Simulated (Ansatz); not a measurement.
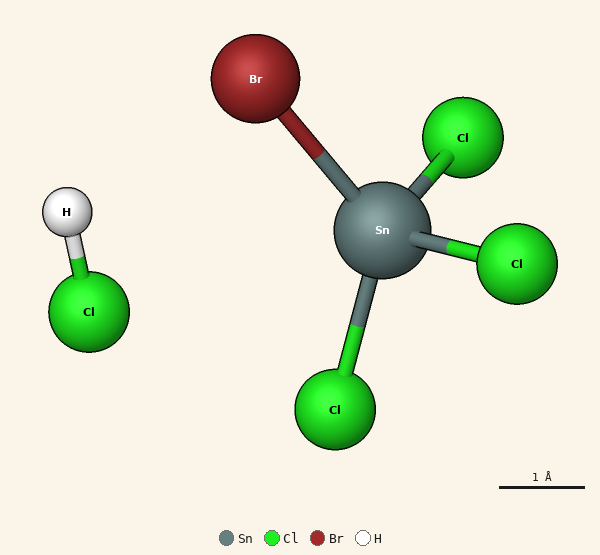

Fig. 1: The starting structure (ball-and-stick view, seen at a tilt). Sticks mark near contacts. Bond lengths as drawn: Br–Sn 2.57 Å, Cl–H 1.33 Å and Cl–Sn 2.34 to 2.35 Å.

# SnHBrCl4: geometry relaxation (part 1 of 2)

The run: geometry relaxation of SnHBrCl4. Method and program: RKS B3LYP/def2-SVP (Ansatz 0.2.0).

It belongs to a series of runs on one base structure; here: end point B relaxed.

Log:
```
The last accepted step is kept in [file] (removed where the run ends without a failure and the disk answers)
Engine: ansatz 0.2.0, aarch64-unknown-linux-gnu
Functional definition: B3LYP
  parameter a0 = 0.2
  parameter ax = 0.72
  parameter ac = 0.81
  exchange = (1 - a0 - ax)*slater_x + ax*b88_x + a0*exact_x
  correlation = (1 - ac)*vwn_rpa_c + ac*lyp_c
1430 factors; integrals over basis functions are off by at most 2.5e-4 eV
mean field evaluation 1: about -125967.1985 eV, gradient 2.6e1 eV
mean field evaluation 2: about -125964.9931 eV, gradient 3.9e1 eV
mean field evaluation 4: about -125969.0539 eV, gradient 7.8e-1 eV
mean field evaluation 8: about -125969.0931 eV, gradient 3.9e-2 eV
mean field evaluation 16: about -125969.0931 eV, gradient 2.6e-5 eV
mean field -125969.09312755 eV, -4629.2787875195 hartree, gradient 2.6e-5 eV, S^2 0.000000; 0 other end points of the search recorded, 0 dependent functions left out
the calculation of the forces begins
reference -125969.09341545 eV, -4629.2787980996 hartree; 63, 63 occupied and 72, 72 virtual orbitals, 1430 factors
relax step   1: F+E_penalty+E_count = -125969.09312755 eV  Δ(F+E_penalty+E_count) = +0.000e0 eV  max|allowed force component| = 1.144e0 eV/Å  Δτ_max = 0.0000 Å  (28 SCF iters, accepted)
these checks for a lower state are left out or cut short: starts, cluster_reference, orbital_swaps, neighbouring_geometries, increment
1430 factors; integrals over basis functions are off by at most 2.5e-4 eV
mean field -125969.19160054 eV, -4629.2824063351 hartree, gradient 1.4e-5 eV, S^2 0.000000; 0 other end points of the search recorded, 0 dependent functions left out
the calculation of the forces begins
reference -125969.19189035 eV, -4629.2824169855 hartree; 63, 63 occupied and 72, 72 virtual orbitals, 1430 factors
relax step   2: F+E_penalty+E_count = -125969.19160054 eV  Δ(F+E_penalty+E_count) = -9.847e-2 eV  max|allowed force component| = 8.357e-1 eV/Å  Δτ_max = 0.1949 Å  (30 SCF iters, accepted)
these checks for a lower state are left out or cut short: starts, cluster_reference, orbital_swaps, neighbouring_geometries, increment
1430 factors; integrals over basis functions are off by at most 2.4e-4 eV
mean field evaluation 32: about -125969.2530 eV, gradient 2.2e-5 eV
mean field -125969.25300234 eV, -4629.2846628095 hartree, gradient 2.2e-5 eV, S^2 0.000000; 0 other end points of the search recorded, 0 dependent functions left out
the calculation of the forces begins
reference -125969.25329454 eV, -4629.2846735478 hartree; 63, 63 occupied and 72, 72 virtual orbitals, 1430 factors
relax step   3: F+E_penalty+E_count = -125969.25300234 eV  Δ(F+E_penalty+E_count) = -6.140e-2 eV  max|allowed force component| = 1.017e0 eV/Å  Δτ_max = 0.1951 Å  (30 SCF iters, accepted)
these checks for a lower state are left out or cut short: starts, cluster_reference, orbital_swaps, neighbouring_geometries, increment
1430 factors; integrals over basis functions are off by at most 2.3e-4 eV
mean field -125969.30086697 eV, -4629.2864218021 hartree, gradient 1.5e-5 eV, S^2 0.000000; 0 other end points of the search recorded, 0 dependent functions left out
the calculation of the forces begins
reference -125969.30116220 eV, -4629.2864326519 hartree; 63, 63 occupied and 72, 72 virtual orbitals, 1430 factors
relax step   4: F+E_penalty+E_count = -125969.30086697 eV  Δ(F+E_penalty+E_count) = -4.786e-2 eV  max|allowed force component| = 1.095e0 eV/Å  Δτ_max = 0.1955 Å  (30 SCF iters, accepted)
these checks for a lower state are left out or cut short: starts, cluster_reference, orbital_swaps, neighbouring_geometries, increment
1430 factors; integrals over basis functions are off by at most 2.3e-4 eV
mean field -125969.34632322 eV, -4629.2880922886 hartree, gradient 1.8e-5 eV, S^2 0.000000; 0 other end points of the search recorded, 0 dependent functions left out
the calculation of the forces begins
reference -125969.34662209 eV, -4629.2881032720 hartree; 63, 63 occupied and 72, 72 virtual orbitals, 1430 factors
relax step   5: F+E_penalty+E_count = -125969.34632322 eV  Δ(F+E_penalty+E_count) = -4.546e-2 eV  max|allowed force component| = 1.862e-1 eV/Å  Δτ_max = 0.2000 Å  (30 SCF iters, accepted)
these checks for a lower state are left out or cut short: starts, cluster_reference, orbital_swaps, neighbouring_geometries, increment
1430 factors; integrals over basis functions are off by at most 2.3e-4 eV
mean field -125969.35032395 eV, -4629.2882393130 hartree, gradient 1.8e-5 eV, S^2 0.000000; 0 other end points of the search recorded, 0 dependent functions left out
the calculation of the forces begins
reference -125969.35062441 eV, -4629.2882503546 hartree; 63, 63 occupied and 72, 72 virtual orbitals, 1430 factors
relax step   6: F+E_penalty+E_count = -125969.35032395 eV  Δ(F+E_penalty+E_count) = -4.001e-3 eV  max|allowed force component| = 1.789e-1 eV/Å  Δτ_max = 0.1169 Å  (29 SCF iters, accepted)
these checks for a lower state are left out or cut short: starts, cluster_reference, orbital_swaps, neighbouring_geometries, increment
1430 factors; integrals over basis functions are off by at most 2.3e-4 eV
mean field evaluation 64: about -125969.3568 eV, gradient 6.9e-6 eV
mean field -125969.35681293 eV, -4629.2884777782 hartree, gradient 6.9e-6 eV, S^2 0.000000; 0 other end points of the search recorded, 0 dependent functions left out
the calculation of the forces begins
reference -125969.35711454 eV, -4629.2884888624 hartree; 63, 63 occupied and 72, 72 virtual orbitals, 1430 factors
relax step   7: F+E_penalty+E_count = -125969.35681293 eV  Δ(F+E_penalty+E_count) = -6.489e-3 eV  max|allowed force component| = 2.782e-1 eV/Å  Δτ_max = 0.0719 Å  (31 SCF iters, accepted)
these checks for a lower state are left out or cut short: starts, cluster_reference, orbital_swaps, neighbouring_geometries, increment
1430 factors; integrals over basis functions are off by at most 2.3e-4 eV
mean field -125969.36195592 eV, -4629.2886667797 hartree, gradient 1.4e-5 eV, S^2 0.000000; 0 other end points of the search recorded, 0 dependent functions left out
the calculation of the forces begins
reference -125969.36225733 eV, -4629.2886778564 hartree; 63, 63 occupied and 72, 72 virtual orbitals, 1430 factors
relax step   8: F+E_penalty+E_count = -125969.36195592 eV  Δ(F+E_penalty+E_count) = -5.143e-3 eV  max|allowed force component| = 1.629e-1 eV/Å  Δτ_max = 0.1142 Å  (30 SCF iters, accepted)
these checks for a lower state are left out or cut short: starts, cluster_reference, orbital_swaps, neighbouring_geometries, increment
1430 factors; integrals over basis functions are off by at most 2.3e-4 eV
mean field -125969.36423571 eV, -4629.2887505606 hartree, gradient 7.3e-6 eV, S^2 0.000000; 0 other end points of the search recorded, 0 dependent functions left out
the calculation of the forces begins
reference -125969.36453655 eV, -4629.2887616162 hartree; 63, 63 occupied and 72, 72 virtual orbitals, 1430 factors
relax step   9: F+E_penalty+E_count = -125969.36423571 eV  Δ(F+E_penalty+E_count) = -2.280e-3 eV  max|allowed force component| = 1.568e-1 eV/Å  Δτ_max = 0.1026 Å  (31 SCF iters, accepted)
these checks for a lower state are left out or cut short: starts, cluster_reference, orbital_swaps, neighbouring_geometries, increment
1430 factors; integrals over basis functions are off by at most 2.3e-4 eV
mean field -125969.36526398 eV, -4629.2887883488 hartree, gradient 5.8e-6 eV, S^2 0.000000; 0 other end points of the search recorded, 0 dependent functions left out
the calculation of the forces begins
reference -125969.36556442 eV, -4629.2887993897 hartree; 63, 63 occupied and 72, 72 virtual orbitals, 1430 factors
relax step  10: F+E_penalty+E_count = -125969.36526398 eV  Δ(F+E_penalty+E_count) = -1.028e-3 eV  max|allowed force component| = 6.754e-2 eV/Å  Δτ_max = 0.0318 Å  (31 SCF iters, accepted)
these checks for a lower state are left out or cut short: starts, cluster_reference, orbital_swaps, neighbouring_geometries, increment
1430 factors; integrals over basis functions are off by at most 2.3e-4 eV
mean field evaluation 96: about -125969.3656 eV, gradient 5.8e-6 eV
mean field -125969.36564614 eV, -4629.2888023928 hartree, gradient 5.8e-6 eV, S^2 0.000000; 0 other end points of the search recorded, 0 dependent functions left out
the calculation of the forces begins
reference -125969.36594655 eV, -4629.2888134327 hartree; 63, 63 occupied and 72, 72 virtual orbitals, 1430 factors
relax step  11: F+E_penalty+E_count = -125969.36564614 eV  Δ(F+E_penalty+E_count) = -3.822e-4 eV  max|allowed force component| = 1.732e-2 eV/Å  Δτ_max = 0.0355 Å  (32 SCF iters, accepted)
```

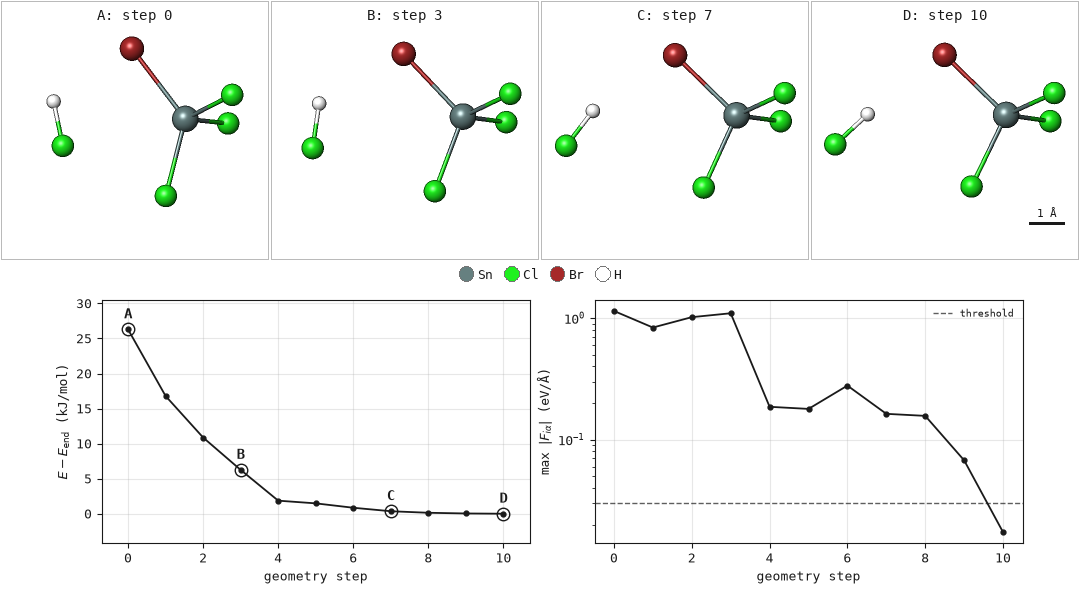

Fig. 2: Frames of the relaxation (ball-and-stick view, seen at a tilt) above the curves, on which the letters mark them (the first geometry is step 0 here and step 1 in the log).

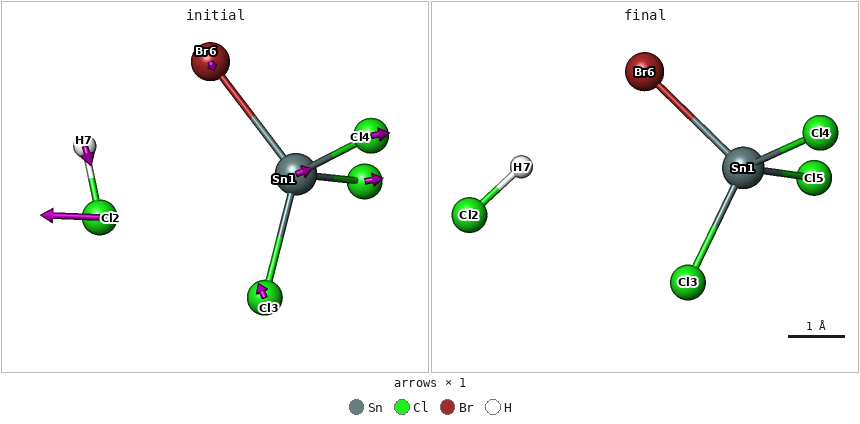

Fig. 3: Before (left) and after (right) the relaxation, at one scale (ball-and-stick view, seen at a tilt). The pink arrows give the displacements, at true length. The energy falls by 26.3 kJ/mol in 10 geometry steps. The largest force component goes from 1.1 to 0.017 eV/Å. Cl2 moves most after the best rigid fit: 1.08 Å. By element the largest moves are Cl 1.08 Å, H 0.39 Å, Sn 0.33 Å, Br 0.20 Å. Distances before and after: Sn1–Br6 2.570 → 2.497 Å, Cl2–H7 1.333 → 1.292 Å, Sn1–Cl4 2.347 → 2.339 Å, Sn1–Cl3 2.342 → 2.336 Å. Among the angles that change: Cl3–Sn1–Br6 129.4° → 109.5°, Cl4–Sn1–Br6 103.2° → 109.4°, Cl3–Sn1–Cl4 104.7° → 109.6°. (Atoms are counted from 1 in the order of the input.)

```
1430 factors; integrals over basis functions are off by at most 2.3e-4 eV
mean field -125969.36564614 eV, -4629.2888023928 hartree, gradient 5.8e-6 eV, S^2 0.000000; 1 other end points of the search recorded, 0 dependent functions left out
the calculation of the forces begins
reference -125969.36594655 eV, -4629.2888134327 hartree; 63, 63 occupied and 72, 72 virtual orbitals, 1430 factors
Total energy: -125969.36594655 eV, -4629.2888134327 hartree
Atom 0 at    -0.712378    -0.000000    -0.785199 Å, force    -0.017319     0.000000     0.003687 eV/Å
Atom 1 at     0.146983    -0.000001     4.144249 Å, force     0.002243    -0.000000     0.004037 eV/Å
Atom 2 at     1.393236     0.000000     0.226991 Å, force     0.008692     0.000000     0.006632 eV/Å
Atom 3 at    -0.942104     1.908593    -2.117508 Å, force     0.000879     0.005191    -0.004510 eV/Å
Atom 4 at    -0.942104    -1.908593    -2.117508 Å, force     0.000879    -0.005191    -0.004510 eV/Å
Atom 5 at    -2.484658    -0.000000     0.974060 Å, force     0.004777    -0.000000    -0.003248 eV/Å
Atom 6 at    -0.738974     0.000002     3.203512 Å, force    -0.000150    -0.000000    -0.002089 eV/Å
Dipole moment:    -0.227145     0.000000    -0.267381 e Å
```
